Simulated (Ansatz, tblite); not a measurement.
# In4N4 zinc blende hole disc (In4N4H16): which spin state is lowest

Is the singlet the ground state of In4N4 zinc blende hole disc (In4N4H16)? Other spin states are computed and compared level by level.

Program: Ansatz 0.2.0, Gaussian basis. Level of theory: as each input shows. These are calculated values, not measurements.

The runs, in order: triplet, at the geometry of the singlet (GFN1-xTB, GFN2-xTB, PBE0-D4/def2-TZVP, PBE-D4/def2-TZVP); the singlet's energies come from earlier runs.

2 further runs of the same task are left out: 2 set aside as unsound or not needed.

**1. The geometry**

The geometry is that of the singlet, from an earlier relaxation (r2SCAN-D4/def2-SVP).

24 atoms, charge 0, spin multiplicity 1.

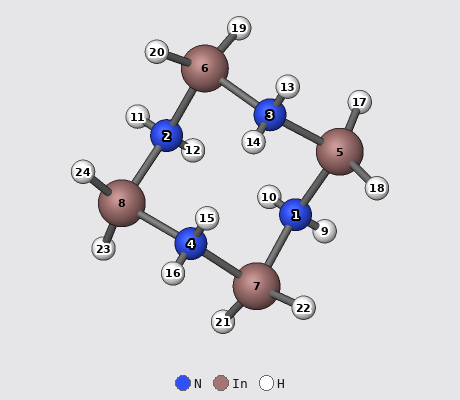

The structure; nitrogen blue, indium brown, hydrogen white; atoms are numbered from 1 in the order of the file.

As a file:

```xyz
24

N    -1.31903    1.31068   -1.08773
N     1.32610   -1.31359   -1.08732
N    -1.31654   -1.32441    1.08963
N     1.30770    1.32020    1.08550
In   -2.75803   -0.00001    0.01038
In    0.00743   -2.75609   -0.00305
In   -0.00447    2.76088   -0.00883
In    2.75935    0.01209    0.00141
H    -1.91199    1.89711   -1.68583
H    -0.77749    0.76526   -1.76440
H     1.92461   -1.90828   -1.67160
H     0.79016   -0.77901   -1.77698
H    -1.91239   -1.92564    1.66997
H    -0.78258   -0.79257    1.78294
H     0.76177    0.77454    1.75847
H     1.89283    1.91051    1.68747
H    -3.49324   -1.02778   -1.16760
H    -3.46769    1.03321    1.19904
H    -1.01942   -3.47771   -1.19016
H     1.03845   -3.47903    1.17960
H     1.02646    3.47710   -1.19560
H    -1.03571    3.49009    1.16975
H     3.47766    1.04575   -1.18170
H     3.48607   -1.01333    1.18666
```

In takes a core potential in the def2 sets. No spin-orbit coupling is included.

**2. Triplet at the fixed geometry, GFN1-xTB**

Tight binding, by tblite at 300 K electronic temperature and without a spin-polarisation term:

```python
tblite.interface.Calculator('GFN1-xTB', numbers, positions, charge=0, uhf=2).singlepoint()
```

Energy -746.6388 eV; 0.043 s.

**3. Triplet at the fixed geometry, GFN2-xTB**

Tight binding, by tblite at 300 K electronic temperature and without a spin-polarisation term:

```python
tblite.interface.Calculator('GFN2-xTB', numbers, positions, charge=0, uhf=2).singlepoint()
```

Energy -666.5858 eV; 0.036 s.

**4. Triplet at the fixed geometry, PBE0-D4/def2-TZVP**

The input, in.yaml:

```yaml
crystal:
  periodic: [false, false, false]
  atoms:
    - {symbol: N, position_ang: [-1.319034, 1.310682, -1.087728]}
    - {symbol: N, position_ang: [1.326102, -1.313586, -1.087321]}
    - {symbol: N, position_ang: [-1.316542, -1.324409, 1.089631]}
    - {symbol: N, position_ang: [1.307696, 1.320203, 1.085495]}
    - {symbol: In, position_ang: [-2.758028, -0.000009, 0.010375]}
    - {symbol: In, position_ang: [0.007429, -2.756092, -0.003055]}
    - {symbol: In, position_ang: [-0.004471, 2.760880, -0.008831]}
    - {symbol: In, position_ang: [2.759348, 0.012091, 0.001407]}
    - {symbol: H, position_ang: [-1.911991, 1.897105, -1.685828]}
    - {symbol: H, position_ang: [-0.777486, 0.765265, -1.764402]}
    - {symbol: H, position_ang: [1.924611, -1.908281, -1.671597]}
    - {symbol: H, position_ang: [0.790161, -0.779014, -1.776981]}
    - {symbol: H, position_ang: [-1.912385, -1.925642, 1.669967]}
    - {symbol: H, position_ang: [-0.782577, -0.792566, 1.782939]}
    - {symbol: H, position_ang: [0.761772, 0.774544, 1.758466]}
    - {symbol: H, position_ang: [1.892831, 1.910508, 1.687470]}
    - {symbol: H, position_ang: [-3.493242, -1.027785, -1.167596]}
    - {symbol: H, position_ang: [-3.467694, 1.033213, 1.199041]}
    - {symbol: H, position_ang: [-1.019421, -3.477709, -1.190161]}
    - {symbol: H, position_ang: [1.038451, -3.479025, 1.179596]}
    - {symbol: H, position_ang: [1.026460, 3.477102, -1.195599]}
    - {symbol: H, position_ang: [-1.035713, 3.490090, 1.169753]}
    - {symbol: H, position_ang: [3.477664, 1.045751, -1.181697]}
    - {symbol: H, position_ang: [3.486069, -1.013328, 1.186655]}
basis:
  gaussian: {orbitals: def2-TZVP, fitting: {mean_field: def2-universal-jkfit}}
magnetization: {spin_polarized: true, initial_magnetization: 2}
hamiltonian: {xc: pbe0, dispersion: d4}
scf: {omitted_lower_state_checks: [starts]}
output: {orbitals: {seedname: orbitals}}
```

Started as:

```sh
ansatz run in.yaml --threads 2 --pin off --events-out ev --progress --plain --max-ram 22528MiB --backend cuda --devices 0, --max-vram 18GiB
```

Standard output:

```text
Functional definition: PBE0
  name "PBE0"
  cite "Adamo & Barone, J. Chem. Phys. 110, 6158 (1999) doi:10.1063/1.478522"
  cite "Perdew, Burke & Ernzerhof, Phys. Rev. Lett. 77, 3865 (1996) doi:10.1103/PhysRevLett.77.3865"
  parent pbe
  parameter a = 0.25
  parameter kappa = 0.804
  parameter beta = 0.06672455060314922
  exchange = (1 - a)*pbe_x(kappa = kappa, mu = beta*pi^2/3) + a*exact_x
  correlation = pbe_c(beta = beta)
these checks for a lower state are left out or cut short: starts
1468 factors; integrals over basis functions are off by at most 6.2e-1 eV
mean field evaluation 1: about -26879.4101 eV, gradient 8.7e1 eV
mean field evaluation 2: about -26785.5653 eV, gradient 1.6e2 eV
mean field evaluation 4: about -26907.2398 eV, gradient 1.2e1 eV
mean field evaluation 8: about -26908.0101 eV, gradient 3.4e-1 eV
mean field evaluation 16: about -26908.0091 eV, gradient 3.7e-2 eV
mean field evaluation 32: about -26908.2628 eV, gradient 2.4e-5 eV
mean field -26908.26275648 eV, -988.8604172252 hartree, gradient 9.4e-6 eV, S^2 2.014397; 0 other end points of the search recorded, 0 dependent functions left out
reference -26908.26284036 eV, -988.8604203075 hartree; 65, 63 occupied and 355, 357 virtual orbitals, 1468 factors
Total energy: -26908.99133782 eV, -988.8871920954 hartree
Checks for a lower state left out: starts
```

Wall time 10 s (1 × H100 (card shared with other runs) with 2 threads of AMD EPYC 7R13, shared host); peak host memory 1 GiB.

From the report: HOMO -2.54 eV, LUMO -6.64 eV (over both spins; with the spin held, an empty level of the minority spin lies below the top filled one); ⟨S²⟩ 2.014 (pure: 2.00).

**5. Triplet at the fixed geometry, PBE-D4/def2-TZVP**

start.molden holds the orbitals of an earlier run on this state, given as this run's starting guess.

in.yaml, as its differences from that of step 4:

```diff
@@ -28,5 +28,5 @@
 basis:
-  gaussian: {orbitals: def2-TZVP, fitting: {mean_field: def2-universal-jkfit}}
+  gaussian: {orbitals: def2-TZVP, fitting: {mean_field: def2-universal-jkfit}, initial_orbitals: start.molden}
 magnetization: {spin_polarized: true, initial_magnetization: 2}
-hamiltonian: {xc: pbe0, dispersion: d4}
+hamiltonian: {xc: pbe, dispersion: d4}
 scf: {omitted_lower_state_checks: [starts]}
```

Same command.

Standard output:

```text
Functional definition: PBE
  name "PBE"
  cite "Perdew, Burke & Ernzerhof, Phys. Rev. Lett. 77, 3865 (1996) doi:10.1103/PhysRevLett.77.3865"
  parent pbe
  parameter kappa = 0.804
  parameter beta = 0.06672455060314922
  exchange = pbe_x(kappa = kappa, mu = beta*pi^2/3)
  correlation = pbe_c(beta = beta)
these checks for a lower state are left out or cut short: starts
1468 factors; integrals over basis functions are off by at most 6.2e-1 eV
mean field evaluation 1: about -26907.8477 eV, gradient 8.9e0 eV
mean field evaluation 2: about -26908.2333 eV, gradient 7.4e-1 eV
mean field evaluation 4: about -26908.3834 eV, gradient 3.3e-1 eV
mean field evaluation 8: about -26908.4127 eV, gradient 2.2e-1 eV
mean field evaluation 16: about -26908.4164 eV, gradient 1.3e-5 eV
mean field -26908.41635028 eV, -988.8660616931 hartree, gradient 2.0e-6 eV, S^2 2.001746; 0 other end points of the search recorded, 0 dependent functions left out
reference -26908.41645010 eV, -988.8660653614 hartree; 65, 63 occupied and 355, 357 virtual orbitals, 1468 factors
Total energy: -26909.23653342 eV, -988.8962028675 hartree
Checks for a lower state left out: starts
```

It took 6.5 s on 1 × H100 (card shared with other runs) with 2 threads of AMD EPYC 7R13, shared host; peak host memory 1 GiB.

Report: HOMO -2.00 eV, LUMO -6.82 eV (over both spins; with the spin held, an empty level of the minority spin lies below the top filled one); ⟨S²⟩ 2.002 (pure: 2.00).

**6. Triplet less singlet, vertical**

The singlet's energies are those of its earlier runs, whose logs aren't repeated here.

| level | triplet less singlet, vertical (kJ/mol) | time |
| --- | --- | --- |
| GFN1-xTB | +475.6 | 0.067 s |
| GFN2-xTB | +470.4 | 0.052 s |
| PBE-D4/def2-TZVP | +461.8 | 8.9 s |
| PBE0-D4/def2-TZVP | +541.9 | 13 s |

Times add the two runs; a level without a time comes out of a correlated run. Tight binding without a spin term can't rank spin states.

**7. Summary of results**

```
                                                quantity                                       value
triplet less singlet, vertical, functionals in def2-TZVP  +461.8 (PBE-D4) to +541.9 kJ/mol (PBE0-D4)
```

What this shows: All functionals put the triplet above the singlet, over a spread of 80.1 kJ/mol. The checks for a lower triplet were left out, so another state of that spin may lie lower. These are electronic energies, without zero-point motion, entropy or surroundings.
